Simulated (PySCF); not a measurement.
# C3H4AlF (SMILES C#[C][Al]([CH3])[F]) at 6 levels

Wanted: a comparison of 6 runs (HF/3-21G, B3LYP/6-31G*, PBE/cc-pVDZ, TPSSh/def2-SVP, TPSSh/def2-SVPD, MP2/pcseg-1) of C3H4AlF. Input form: a Python script.

The calculation is run with PySCF 2.14.0.

## Step 1: The molecule

The species is C3H4AlF (9 atoms), meant as a singlet with charge 0. SMILES: `C#[C][Al]([CH3])[F]`. The coordinates come from a PBE0-D4/def2-TZVP relaxation.

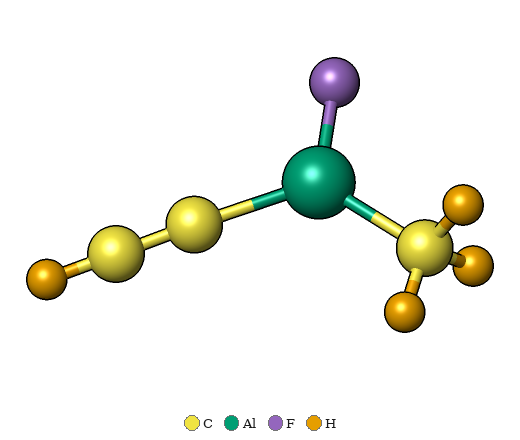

Viewed from a chosen angle; carbon yellow, aluminium teal, fluorine purple, hydrogen amber.

## Step 2: Energy and forces at HF/3-21G (run 1)

Input file input.py:

```python
from pyscf import gto, scf

mol = gto.M(
    atom='''
C      0.214800     2.769900     0.344200
C      0.305500     1.631300    -0.055000
Al     0.406600    -0.178300    -0.626600
C     -0.438400    -1.662200     0.274100
F      1.286200    -0.460300    -1.993400
H      0.139200     3.776200     0.690400
H     -1.159600    -2.156900    -0.383600
H      0.298900    -2.419800     0.555700
H     -0.964600    -1.346100     1.177300
''',
    verbose=3,
    spin=0,
    basis='3-21g',
    max_memory=1860,
)

calc0 = scf.RHF(mol)
calc0.conv_tol = 1e-10
calc0.kernel()
if not calc0.converged:
    calc0 = calc0.newton().run(calc0.mo_coeff, calc0.mo_occ)

e_final = calc0.e_tot
print('E = %.10f Eh' % e_final)
grad = calc0.nuc_grad_method().kernel()
dip = calc0.dip_moment()
pop, q = calc0.mulliken_pop()
```

Run with:

```sh
$ OMP_NUM_THREADS=1 python input.py
```

Standard output:

```text
converged SCF energy = -454.843759839156
E = -454.8437598392 Eh
--------------- RHF gradients ---------------
         x                y                z
0 C    -0.0014833802     0.0099015435     0.0044774184
1 C     0.0035632879    -0.0306925830    -0.0123957512
2 Al    -0.0042905411    -0.0017538386     0.0058228536
3 C     0.0055068246     0.0107496370    -0.0053722267
4 F    -0.0020605772     0.0019866146     0.0035270804
5 H    -0.0007593108     0.0109014293     0.0036674458
6 H    -0.0019466739    -0.0011449868    -0.0033335325
7 H     0.0033987716    -0.0021429054     0.0000859613
8 H    -0.0019284010     0.0021950895     0.0035207510
----------------------------------------------
Dipole moment(X, Y, Z, Debye): -1.19729,  0.41857,  1.86482
 ** Mulliken pop  **
pop of  0 C 1s            1.98735
pop of  0 C 2s            0.43240
pop of  0 C 3s            0.79226
pop of  0 C 2px           0.42073
pop of  0 C 2py           0.65679
pop of  0 C 2pz           0.45506
pop of  0 C 3px           0.53312
pop of  0 C 3py           0.60517
pop of  0 C 3pz           0.55553
pop of  1 C 1s            1.98842
pop of  1 C 2s            0.39919
pop of  1 C 3s            0.75912
pop of  1 C 2px           0.42173
pop of  1 C 2py           0.63605
pop of  1 C 2pz           0.44356
pop of  1 C 3px           0.58587
pop of  1 C 3py           0.68692
pop of  1 C 3pz           0.58583
pop of  2 Al 1s           1.99869
pop of  2 Al 2s           1.98171
pop of  2 Al 3s           0.50241
pop of  2 Al 4s           0.08006
pop of  2 Al 2px          1.95747
pop of  2 Al 2py          1.96004
pop of  2 Al 2pz          1.95998
pop of  2 Al 3px          0.18876
pop of  2 Al 3py          0.38724
pop of  2 Al 3pz          0.23475
pop of  2 Al 4px          0.06857
pop of  2 Al 4py          0.04117
pop of  2 Al 4pz          0.04996
pop of  3 C 1s            1.98763
pop of  3 C 2s            0.33508
pop of  3 C 3s            1.20561
pop of  3 C 2px           0.52545
pop of  3 C 2py           0.54140
pop of  3 C 2pz           0.52871
pop of  3 C 3px           0.64617
pop of  3 C 3py           0.72173
pop of  3 C 3pz           0.64433
pop of  4 F 1s            1.98441
pop of  4 F 2s            0.43607
pop of  4 F 3s            1.53949
pop of  4 F 2px           0.82356
pop of  4 F 2py           0.84182
pop of  4 F 2pz           0.79926
pop of  4 F 3px           1.04749
pop of  4 F 3py           1.04818
pop of  4 F 3pz           1.01832
pop of  5 H 1s            0.45315
pop of  5 H 2s            0.21164
pop of  6 H 1s            0.45144
pop of  6 H 2s            0.31701
pop of  7 H 1s            0.45156
pop of  7 H 2s            0.31655
pop of  8 H 1s            0.45304
pop of  8 H 2s            0.31496
 ** Mulliken atomic charges  **
charge of    0C =     -0.43840
charge of    1C =     -0.50670
charge of    2Al =      1.58917
charge of    3C =     -1.13612
charge of    4F =     -0.53862
charge of    5H =      0.33521
charge of    6H =      0.23156
charge of    7H =      0.23189
charge of    8H =      0.23200
```

Wall time 4.5 s (1 thread of Intel Xeon at 2.50GHz (Skylake/Cascade Lake), shared host); peak memory 0.13 GiB.

## Step 3: Energy and forces at B3LYP/6-31G(d) (Cartesian functions) (run 2)

Input file run.py:

```python
# C#[C][Al]([CH3])[F]
import pyscf.grad
from pyscf import gto, dft

molecule = gto.M(
    atom=[
    ('C', (0.214800, 2.769900, 0.344200)),
    ('C', (0.305500, 1.631300, -0.055000)),
    ('Al', (0.406600, -0.178300, -0.626600)),
    ('C', (-0.438400, -1.662200, 0.274100)),
    ('F', (1.286200, -0.460300, -1.993400)),
    ('H', (0.139200, 3.776200, 0.690400)),
    ('H', (-1.159600, -2.156900, -0.383600)),
    ('H', (0.298900, -2.419800, 0.555700)),
    ('H', (-0.964600, -1.346100, 1.177300)),
],
    basis='6-31g*',
    cart=True,
    max_memory=1860,
    spin=0,
    charge=0,
    verbose=4,
)

mf = dft.RKS(molecule)
mf.xc = 'b3lyp'
mf.conv_tol = 1e-10
mf.grids.level = 5
mf.kernel()
if not mf.converged:
    mf = mf.newton().run(mf.mo_coeff, mf.mo_occ)

etot = mf.e_tot
print(f'total energy: {etot:.8f} hartree')
grad = mf.Gradients().kernel()
dip = mf.dip_moment()
pop, q = mf.mulliken_pop()
```

Run with:

```sh
$ OMP_NUM_THREADS=1 python run.py
```

Standard output:

```text
PySCF version 2.14.0

[... 80 lines left out ...]
converged SCF energy = -459.029885190062
total energy: -459.02988519 hartree
[... 12 lines left out ...]
Dipole moment(X, Y, Z, Debye): -1.02515,  0.24022,  1.56873
[... 58 lines left out ...]
pop of  3  C 3pz          0.39362
pop of  3  C 3dxx         0.00188
pop of  3  C 3dxy         0.00671
pop of  3  C 3dxz         0.00720
pop of  3  C 3dyy        -0.00292
pop of  3  C 3dyz         0.00351
pop of  3  C 3dzz         0.00344
pop of  4  F 1s           1.99311
pop of  4  F 2s           0.93996
pop of  4  F 3s           0.96713
pop of  4  F 2px          1.09895
pop of  4  F 2py          1.12904
pop of  4  F 2pz          1.08606
pop of  4  F 3px          0.72682
pop of  4  F 3py          0.74443
pop of  4  F 3pz          0.69107
pop of  4  F 3dxx         0.01674
pop of  4  F 3dxy         0.00075
pop of  4  F 3dxz         0.00287
pop of  4  F 3dyy         0.00800
pop of  4  F 3dyz         0.00167
pop of  4  F 3dzz         0.02892
pop of  5  H 1s           0.51223
pop of  5  H 2s           0.29158
pop of  6  H 1s           0.51460
pop of  6  H 2s           0.30909
pop of  7  H 1s           0.51471
pop of  7  H 2s           0.30858
pop of  8  H 1s           0.51661
pop of  8  H 2s           0.30694
 ** Mulliken atomic charges  **
charge of    0C =     -0.19861
charge of    1C =     -0.07114
charge of    2Al =      0.69514
charge of    3C =     -0.71550
charge of    4F =     -0.43553
charge of    5H =      0.19619
charge of    6H =      0.17631
charge of    7H =      0.17671
charge of    8H =      0.17645
```

Wall time 61 s (1 thread of Intel Xeon at 2.50GHz (Skylake/Cascade Lake), shared host); peak memory 0.85 GiB.

Run 3 isn't shown in full; the table further down has it.

## Step 4: Energy and forces at TPSSh/def2-SVP (run 4)

Input file job.py:

```python
from pyscf import gto, dft

system = gto.M(
    atom='''
C      0.405913     5.234352     0.650444
C      0.577311     3.082710    -0.103935
Al     0.768363    -0.336938    -1.184102
C     -0.828456    -3.141103     0.517974
F      2.430566    -0.869841    -3.766980
H      0.263050     7.135984     1.304667
H     -2.191326    -4.075950    -0.724899
H      0.564839    -4.572759     1.050121
H     -1.822830    -2.543760     2.224775
''',
    basis='def2-svp',
    max_memory=1860,
    unit='bohr',
    verbose=3,
    charge=0,
)

ks = dft.RKS(system)
ks.xc = 'tpssh'
ks.conv_tol = 1e-10
ks.grids.level = 5
ks.kernel()
if not ks.converged:
    ks = ks.newton().run(ks.mo_coeff, ks.mo_occ)

energy = ks.e_tot
print('Final energy', energy)
grad = ks.nuc_grad_method().kernel()
ks.analyze()
```

Run with:

```sh
$ OMP_NUM_THREADS=1 python job.py
```

Standard output:

```text
converged SCF energy = -458.802661289339
[... 15 lines left out ...]
MO #6   energy= -4.09322964922348  occ= 2
[... 7 lines left out ...]
MO #14  energy= -0.436935221376324 occ= 2
[... 7 lines left out ...]
MO #22  energy= -0.274992645729662 occ= 2
[... 7 lines left out ...]
MO #30  energy= 0.125419552346782  occ= 0
[... 7 lines left out ...]
MO #38  energy= 0.387675680598407  occ= 0
[... 7 lines left out ...]
MO #46  energy= 0.621871747439911  occ= 0
[... 7 lines left out ...]
MO #54  energy= 0.851400406045173  occ= 0
[... 7 lines left out ...]
MO #62  energy= 1.29600668065061   occ= 0
[... 7 lines left out ...]
MO #70  energy= 1.77550545035148   occ= 0
[... 7 lines left out ...]
MO #78  energy= 1.97516220533402   occ= 0
[... 7 lines left out ...]
MO #86  energy= 2.741599270829     occ= 0
[... 7 lines left out ...]
MO #94  energy= 3.69272052370678   occ= 0
[... 10 lines left out ...]
Dipole moment(X, Y, Z, Debye): -1.00336,  0.22719,  1.53377
```

Run time: 1.7 min. Hardware: 1 thread of Intel Xeon at 2.50GHz (Skylake/Cascade Lake), shared host; peak memory 0.96 GiB.

Run 5 isn't shown in full; the table further down has it.

## Step 5: Energy and forces at MP2/pcseg-1 (run 6)

Input file input.py:

```python
from pyscf import gto, scf, mp

mol = gto.Mole()
mol.atom = '''
C        0.214800       2.769900       0.344200
C        0.305500       1.631300      -0.055000
Al       0.406600      -0.178300      -0.626600
C       -0.438400      -1.662200       0.274100
F        1.286200      -0.460300      -1.993400
H        0.139200       3.776200       0.690400
H       -1.159600      -2.156900      -0.383600
H        0.298900      -2.419800       0.555700
H       -0.964600      -1.346100       1.177300
'''
mol.basis = 'pcseg-1'
mol.verbose = 3
mol.max_memory = 1860
mol.build()

myscf = scf.RHF(mol)
myscf.conv_tol = 1e-10
myscf.kernel()
if not myscf.converged:
    myscf = myscf.newton().run(myscf.mo_coeff, myscf.mo_occ)

pt = mp.MP2(myscf, frozen=9).run()
e_tot = pt.e_tot
print(f'total energy: {e_tot:.8f} hartree')
grad = pt.nuc_grad_method().kernel()
myscf.analyze()
```

Run with:

```sh
$ OMP_NUM_THREADS=1 python input.py
```

Standard output:

```text
converged SCF energy = -457.249683731062
[... 17 lines left out ...]
MO #6   energy= -4.91186009018493  occ= 2
[... 7 lines left out ...]
MO #14  energy= -0.676588376535421 occ= 2
[... 7 lines left out ...]
MO #22  energy= -0.407408424510515 occ= 2
[... 7 lines left out ...]
MO #30  energy= 0.228293328330562  occ= 0
[... 7 lines left out ...]
MO #38  energy= 0.561473595538099  occ= 0
[... 7 lines left out ...]
MO #46  energy= 0.855429381106718  occ= 0
[... 7 lines left out ...]
MO #54  energy= 1.11769199677139   occ= 0
[... 7 lines left out ...]
MO #62  energy= 1.67249334869651   occ= 0
[... 7 lines left out ...]
MO #70  energy= 2.23361265620163   occ= 0
[... 7 lines left out ...]
MO #78  energy= 2.46903227579998   occ= 0
[... 7 lines left out ...]
MO #86  energy= 2.98403589015403   occ= 0
[... 7 lines left out ...]
MO #94  energy= 4.12905811052322   occ= 0
[... 10 lines left out ...]
Dipole moment(X, Y, Z, Debye): -1.22251,  0.42164,  1.90398
```

Run time: 39 s. Hardware: 1 thread of Intel Xeon at 2.50GHz (Skylake/Cascade Lake), shared host; peak memory 0.64 GiB.

## Step 6: Overview of the runs

| run | level | Cartesian functions | integration grid | energy (Eh) | dipole moment (D) of the reference | HOMO energy (eV) | LUMO energy (eV) | wall time |
| --- | --- | --- | --- | --- | --- | --- | --- | --- |
| 1 | HF/3-21G | no | – | -454.843760 | 2.26 | -10.95 | 2.01 | 4.5 s |
| 2 | B3LYP/6-31G* (Cartesian functions) | yes | 5 | -459.029885 | 1.89 | -7.69 | -1.11 | 61 s |
| 3 | PBE/cc-pVDZ | no | 5 | -458.626176 | 1.95 | -6.92 | -1.90 | 66 s |
| 4 | TPSSh/def2-SVP | no | 5 | -458.802661 | 1.85 | -7.48 | -1.39 | 1.7 min |
| 5 | TPSSh/def2-SVPD | no | 5 | -458.818563 | 1.99 | -7.63 | -1.54 | 2.9 min |
| 6 | MP2/pcseg-1 | no | – | -457.883010 | 2.30 | -11.09 | 1.62 | 39 s |

## Step 7: Summary of results

| quantity | value |
| --- | --- |
| run 6: total energy | -457.88301 Eh |
| run 6: dipole moment (Hartree–Fock density) | 2.30 D |
| run 6: HOMO energy (Hartree–Fock orbitals) | -11.09 eV |
| run 6: LUMO energy (Hartree–Fock orbitals) | 1.62 eV |
| run 6: HOMO–LUMO gap (Hartree–Fock orbitals) | 12.70 eV |
| run 6: correlation energy (9 core orbitals frozen) | -633.3 mEh |
| run 6: largest force on an atom | 2.108 eV/Å |

In words: Over runs 1, 2, 3, 4, 5 the dipole moment (its size) runs from 1.85 D (TPSSh/def2-SVP) to 2.26 D (HF/3-21G). The two ends differ in method and basis. Over runs 1, 2, 3, 4, 5 the HOMO–LUMO gap runs from 5.02 eV (PBE/cc-pVDZ) to 12.96 eV (HF/3-21G). Totals of different functionals can't be ranked against each other. All runs together took 7.4 min, the longest 2.9 min.
